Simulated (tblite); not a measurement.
# Saddle-point search of C9H8N2

C9H8N2, computed with GFN2-xTB saddle search (eigenvector following) and harmonic vibrations, gas phase (tblite 0.8.0).

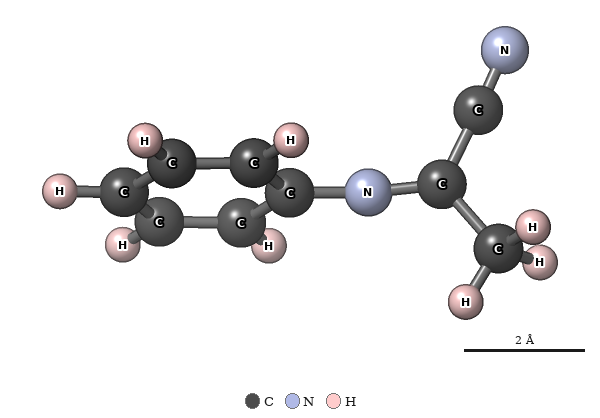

*The input geometry (ball-and-stick view, seen at a tilt).*

Input file
```
{"job": {"xc": "GFN2-xTB", "basis": "xTB", "kind": "saddle"}, "charge": 0, "multiplicity": 1}
C      2.990147    -0.183718     1.237658
C      2.127160     0.354449     0.133139
C      2.774646     1.266865    -0.772497
N      3.251338     1.998887    -1.513389
N      0.949872     0.016682    -0.082096
C     -0.366609    -0.100291    -0.188729
C     -0.936865    -1.173536    -0.884599
C     -2.307984    -1.268958    -0.998987
C     -3.136209    -0.321085    -0.419878
C     -2.573613     0.731522     0.283629
C     -1.205962     0.856582     0.400294
H      3.843629    -0.713689     0.815484
H      2.418522    -0.855583     1.872041
H      3.375225     0.645266     1.830800
H     -0.289317    -1.909764    -1.337224
H     -2.734041    -2.097732    -1.545826
H     -4.207496    -0.399879    -0.518233
H     -3.206999     1.473692     0.746988
H     -0.765445     1.680292     0.941424
```

The first line tells a small driver script what to run in tblite; the rest is the geometry in Å.

Hardware: 1 CPU thread, shared host.

Launched with:
```bash
OMP_NUM_THREADS=1 python <driver script> task.json out
```

What the program printed
```
step      E/eV     max force
  0    -791.98490   0.3755
  1    -791.99351   0.2259
  2    -791.99690   0.2618
  3    -791.99658   0.2526
  4    -791.99227   0.7505
  5    -791.99955   0.0692
  6    -792.00020   0.0215
  7    -792.00021   0.0093
  8    -792.00021   0.0017
lowest wavenumbers (cm-1): -227.5 30.7 65.9 102.5 107.4 149.3
```

Trajectory as extended XYZ (Å, eV, eV/Å), 6 of the 9 frames kept, from step=0 to step=8
```
19
Properties=species:S:1:pos:R:3:forces:R:3 step=0 energy=-791.98490
C     2.9901   -0.1837    1.2377   -0.0030  -0.0040  -0.0150
C     2.1272    0.3544    0.1331    0.0250  -0.0150  -0.2050
C     2.7746    1.2669   -0.7725   -0.0280  -0.0150   0.0400
N     3.2513    1.9989   -1.5134    0.0250   0.0160  -0.0190
N     0.9499    0.0167   -0.0821   -0.0360   0.0530   0.3700
C    -0.3666   -0.1003   -0.1887    0.0370  -0.0410  -0.1900
C    -0.9369   -1.1735   -0.8846   -0.0010   0.0050  -0.0060
C    -2.3080   -1.2690   -0.9990    0.0060  -0.0080   0.0110
C    -3.1362   -0.3211   -0.4199   -0.0010  -0.0110  -0.0020
C    -2.5736    0.7315    0.2836    0.0020  -0.0080   0.0040
C    -1.2060    0.8566    0.4003    0.0110   0.0010  -0.0030
H     3.8436   -0.7137    0.8155   -0.0040  -0.0050   0.0050
H     2.4185   -0.8556    1.8720   -0.0080   0.0010  -0.0030
H     3.3752    0.6453    1.8308   -0.0060  -0.0040   0.0050
H    -0.2893   -1.9098   -1.3372   -0.0100   0.0130  -0.0040
H    -2.7340   -2.0977   -1.5458    0.0030   0.0080   0.0000
H    -4.2075   -0.3999   -0.5182   -0.0060  -0.0070   0.0120
H    -3.2070    1.4737    0.7470   -0.0070   0.0090  -0.0050
H    -0.7654    1.6803    0.9414    0.0010   0.0120   0.0070
19
Properties=species:S:1:pos:R:3:forces:R:3 step=2 energy=-791.99690
C     2.9746   -0.1826    1.2380   -0.0130  -0.0010  -0.0260
C     2.1401    0.3589    0.1116   -0.1410  -0.0020  -0.1210
C     2.8388    1.1919   -0.8345    0.0460   0.0940  -0.1000
N     3.3687    1.8652   -1.5978   -0.1140  -0.1600   0.1730
N     0.9302    0.1197   -0.0519    0.1940   0.0500   0.1230
C    -0.3794   -0.0378   -0.1728   -0.0050   0.0130  -0.0490
C    -0.9106   -1.1098   -0.9022   -0.0080   0.0120   0.0040
C    -2.2783   -1.2540   -1.0124    0.0000   0.0140   0.0170
C    -3.1409   -0.3527   -0.4081    0.0190  -0.0140  -0.0080
C    -2.6159    0.7063    0.3156    0.0050  -0.0080  -0.0010
C    -1.2530    0.8735    0.4396    0.0010  -0.0150  -0.0130
H     3.8033   -0.7652    0.8378    0.0030  -0.0060  -0.0020
H     2.3679   -0.8063    1.8891   -0.0040   0.0020  -0.0050
H     3.3942    0.6442    1.8096    0.0050   0.0100   0.0070
H    -0.2382   -1.8112   -1.3745   -0.0150   0.0210   0.0100
H    -2.6743   -2.0844   -1.5797    0.0060   0.0130   0.0080
H    -4.2094   -0.4727   -0.5010    0.0150  -0.0030   0.0010
H    -3.2758    1.4169    0.7930    0.0080  -0.0120  -0.0110
H    -0.8421    1.7002    1.0003   -0.0050  -0.0070  -0.0070
19
Properties=species:S:1:pos:R:3:forces:R:3 step=3 energy=-791.99658
C     2.9696   -0.1895    1.2352    0.0910  -0.0770   0.0820
C     2.1431    0.3643    0.1090   -0.1400  -0.0330  -0.0590
C     2.8560    1.1637   -0.8529   -0.0690  -0.0150   0.0500
N     3.3903    1.8182   -1.6263    0.0220  -0.0080  -0.0110
N     0.9229    0.1718   -0.0356    0.1790   0.0430   0.0570
C    -0.3841   -0.0019   -0.1600   -0.0190   0.0100  -0.0130
C    -0.8923   -1.0759   -0.9038   -0.0160   0.0060   0.0050
C    -2.2564   -1.2479   -1.0178    0.0070   0.0170   0.0140
C    -3.1388   -0.3698   -0.4077    0.0220  -0.0060  -0.0030
C    -2.6372    0.6942    0.3255    0.0140  -0.0110  -0.0050
C    -1.2776    0.8864    0.4571   -0.0070  -0.0170  -0.0150
H     3.7490   -0.8490    0.8328   -0.1720   0.1530   0.1040
H     2.3332   -0.7499    1.9254    0.1490   0.1110  -0.1240
H     3.4637    0.6325    1.7650   -0.0840  -0.1750  -0.0800
H    -0.2038   -1.7586   -1.3804   -0.0180   0.0160   0.0100
H    -2.6333   -2.0812   -1.5939    0.0050   0.0160   0.0110
H    -4.2046   -0.5122   -0.5034    0.0230   0.0020   0.0000
H    -3.3135    1.3878    0.8053    0.0170  -0.0160  -0.0120
H    -0.8862    1.7171    1.0262   -0.0040  -0.0180  -0.0120
19
Properties=species:S:1:pos:R:3:forces:R:3 step=5 energy=-791.99955
C     2.9657   -0.1888    1.2356    0.0080  -0.0200   0.0010
C     2.1424    0.3627    0.1058   -0.0460  -0.0160  -0.0330
C     2.8586    1.1549   -0.8590   -0.0500  -0.0090   0.0470
N     3.3977    1.8020   -1.6351    0.0230  -0.0020  -0.0180
N     0.9230    0.1759   -0.0380    0.0570   0.0250   0.0270
C    -0.3839    0.0006   -0.1607   -0.0030   0.0120  -0.0040
C    -0.8918   -1.0727   -0.9047   -0.0040   0.0000   0.0010
C    -2.2553   -1.2461   -1.0164    0.0000   0.0040   0.0050
C    -3.1375   -0.3698   -0.4046    0.0070  -0.0070  -0.0040
C    -2.6361    0.6941    0.3279    0.0030  -0.0020   0.0010
C    -1.2771    0.8873    0.4579    0.0020  -0.0070  -0.0080
H     3.7631   -0.8177    0.8387   -0.0220   0.0180   0.0130
H     2.3384   -0.7716    1.9066    0.0220   0.0200  -0.0220
H     3.4289    0.6309    1.7847   -0.0030  -0.0130  -0.0040
H    -0.2035   -1.7538   -1.3829   -0.0070   0.0040   0.0030
H    -2.6320   -2.0789   -1.5924   -0.0010   0.0030   0.0020
H    -4.2027   -0.5133   -0.4987    0.0050   0.0000  -0.0010
H    -3.3122    1.3866    0.8087    0.0060  -0.0050  -0.0040
H    -0.8859    1.7178    1.0265    0.0020  -0.0050  -0.0030
19
Properties=species:S:1:pos:R:3:forces:R:3 step=6 energy=-792.00020
C     2.9676   -0.2050    1.2220    0.0020   0.0030  -0.0040
C     2.1394    0.3707    0.1073   -0.0070  -0.0040   0.0020
C     2.8596    1.1652   -0.8511    0.0090   0.0100  -0.0110
N     3.4153    1.8014   -1.6250   -0.0110  -0.0120   0.0140
N     0.9166    0.2041   -0.0262    0.0120   0.0040   0.0010
C    -0.3886    0.0189   -0.1515   -0.0020  -0.0020   0.0010
C    -0.8841   -1.0658   -0.8881   -0.0010   0.0020   0.0020
C    -2.2454   -1.2506   -1.0060    0.0000   0.0020   0.0010
C    -3.1374   -0.3767   -0.4058    0.0030   0.0010   0.0010
C    -2.6484    0.6970    0.3207    0.0010  -0.0020  -0.0020
C    -1.2916    0.9034    0.4542   -0.0010  -0.0020  -0.0010
H     3.7525   -0.8377    0.8085   -0.0050   0.0050   0.0020
H     2.3410   -0.7887    1.8912    0.0000   0.0000   0.0000
H     3.4469    0.6008    1.7775   -0.0030  -0.0050  -0.0050
H    -0.1882   -1.7451   -1.3574   -0.0010   0.0020   0.0010
H    -2.6125   -2.0911   -1.5770    0.0010   0.0020   0.0020
H    -4.2008   -0.5296   -0.5042    0.0020   0.0000   0.0000
H    -3.3322    1.3876    0.7927    0.0010  -0.0020  -0.0010
H    -0.9097    1.7412    1.0182   -0.0010  -0.0020  -0.0010
19
Properties=species:S:1:pos:R:3:forces:R:3 step=8 energy=-792.00021
C     2.9685   -0.2090    1.2191    0.0000   0.0000   0.0000
C     2.1390    0.3716    0.1083    0.0000   0.0000   0.0000
C     2.8582    1.1696   -0.8480    0.0010   0.0010  -0.0010
N     3.4128    1.8084   -1.6202   -0.0010  -0.0010   0.0010
N     0.9161    0.2066   -0.0235    0.0000   0.0000   0.0000
C    -0.3889    0.0207   -0.1497    0.0000   0.0000   0.0000
C    -0.8829   -1.0664   -0.8836    0.0000   0.0000   0.0000
C    -2.2439   -1.2520   -1.0032    0.0000   0.0000   0.0000
C    -3.1371   -0.3771   -0.4065    0.0000   0.0000   0.0000
C    -2.6496    0.6988    0.3177    0.0000   0.0000   0.0000
C    -1.2932    0.9064    0.4521    0.0000   0.0000   0.0000
H     3.7505   -0.8423    0.8015    0.0000   0.0000   0.0000
H     2.3423   -0.7933    1.8881    0.0000   0.0000   0.0000
H     3.4513    0.5937    1.7755    0.0000   0.0000   0.0000
H    -0.1861   -1.7465   -1.3502    0.0000   0.0000   0.0000
H    -2.6098   -2.0942   -1.5724    0.0000   0.0000   0.0000
H    -4.2003   -0.5308   -0.5059    0.0000   0.0000   0.0000
H    -3.3345    1.3901    0.7869    0.0000   0.0000   0.0000
H    -0.9124    1.7458    1.0144    0.0000   0.0000   0.0000
```

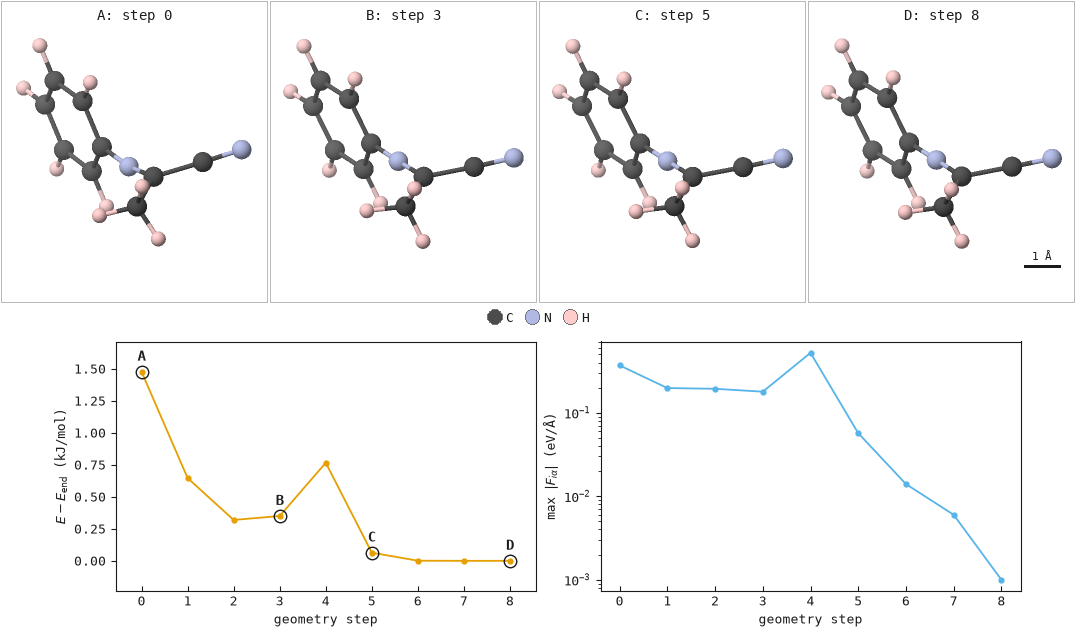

*Frames of the saddle-point search (ball-and-stick view, seen at a tilt) above the curves, on which the letters mark them (steps are counted from 0).*

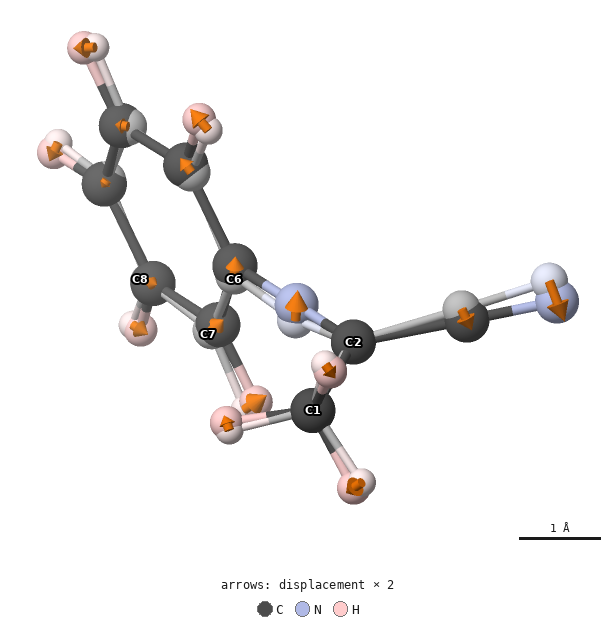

*Start (faint) and end (solid) with the displacements as orange arrows, magnified 2 times (ball-and-stick view, seen at a tilt). The two geometries are laid on each other by the best rigid fit.*

N4 moves most after the best rigid fit: 0.27 Å. Largest moves by element: N 0.27 Å, H 0.19 Å, C 0.15 Å. Among the angles that change: C2–N5–C6 167.9° → 179.2°. Over 8 geometry steps the energy falls by 1.48 kJ/mol. Largest force component: 0.37 eV/Å at the start, 0.001 eV/Å at the end. (Atoms are counted from 1 in the order of the input.)

Summary

- outcome: converged
- total energy: −792.0002 eV
- point group: Cs
- wall time: 3 s
- peak memory: 0.2 GiB
